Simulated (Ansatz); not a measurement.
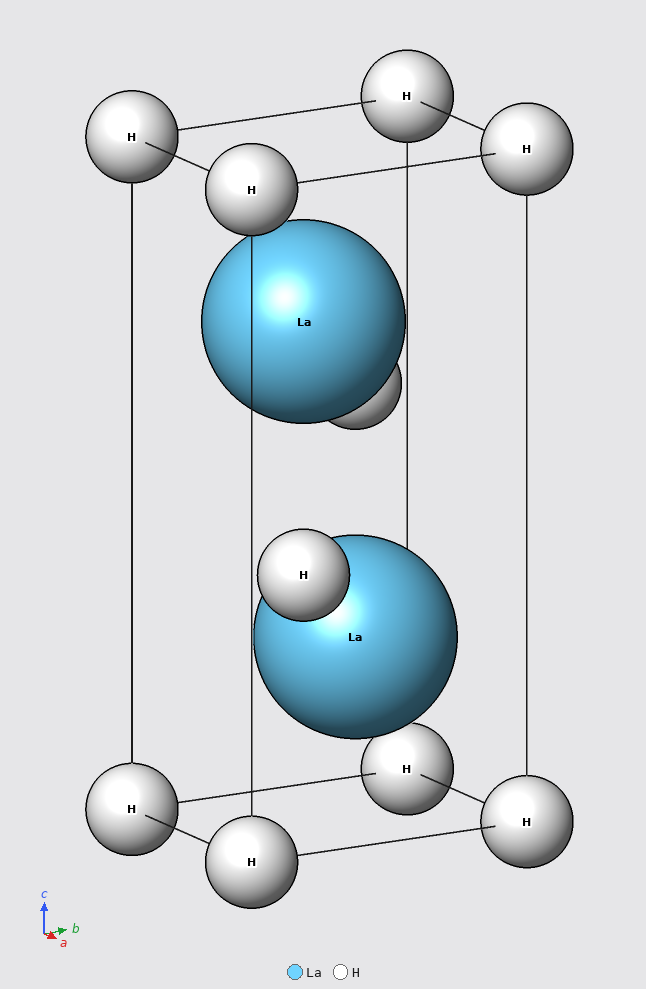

The figure gives a spheres-only picture of the atoms, viewed slightly off an axis. Lines trace the edges of the conventional unit cell.

La$_{2}$H$_{3}$, space group P-3m1 (No. 164), a = 3.837 Å, b = 3.837 Å, c = 6.431 Å, α = 90.00°, β = 90.00°, γ = 120.00°. Source of the structure: a structure type filled with these elements by a generator (whether the compound takes this form wasn't checked). Earlier steps of the study may have refined or changed the cell and positions. It was run through Ansatz as a DFT input.

This one geometry was computed with Ansatz (DFT, plane waves, PAW) at three levels of theory: PBE with spin-orbit coupling, r2SCAN and PBE.

How does the band gap change with the level of theory?

All levels give a metal.

Collect the results in a table.

| level | cutoff (eV) | k-mesh of the run's cell | gap (eV) | pressure (GPa) |
| --- | --- | --- | --- | --- |
| PBE with spin-orbit coupling | 420 | 12×12×6 | metal | 0.0 |
| r2SCAN | 500 | 12×12×6 | metal | 0.1 |
| PBE | 420 | 12×12×6 | metal | 0.0 |

Gaps are taken on the k-mesh or band path of each run.
